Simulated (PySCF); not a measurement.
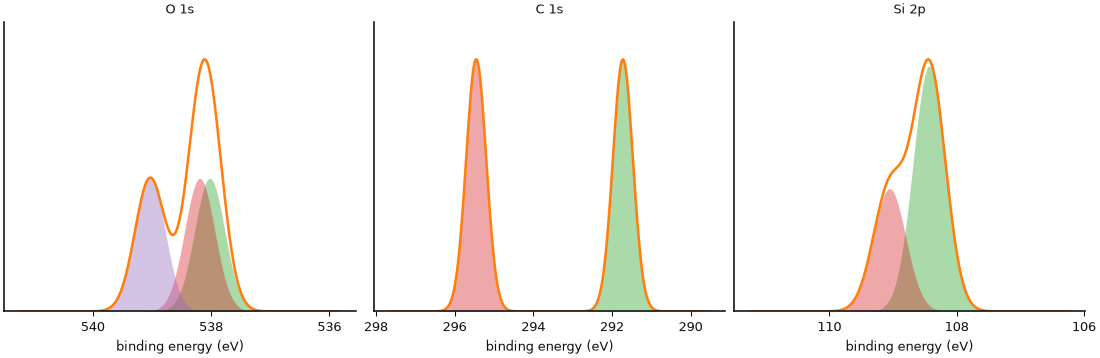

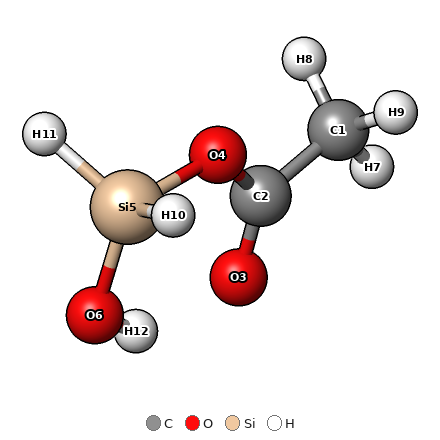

Simulated XPS of C₂H₆O₃Si, SMILES CC(=O)O[SiH2]O. Vertical core-electron binding energies by ΔSCF (B3LYP, pcX-2 on the ionised atom, pcseg-1 elsewhere, spin-free X2C; PySCF, at a PBE0-D3(BJ)/def2-SVP geometry (no frequency check)), gas phase, against the vacuum level. One atom of each kind was ionised; within a panel, areas follow the number of like atoms and 2j + 1 (2p levels are split by first-order spin-orbit coupling, an approximation), each panel is scaled alone, Gaussians of 0.6 eV full width. Only the regions named are shown. Lines closer than the width merge in the curve.

### Which atoms give which peak?

```tsv
level	atoms	binding energy (eV)
O 1s	O4	539.0
O 1s	O6	538.2
O 1s	O3	538.0
C 1s	C2	295.5
C 1s	C1	291.7
Si 2p1/2	Si5	109.1
Si 2p3/2	Si5	108.4
```

### How large is the chemical shift across the O 1s region?

1.0 eV, from O3 at 538.0 eV to O4 at 539.0 eV.

Caveats: one conformer of a flexible molecule.
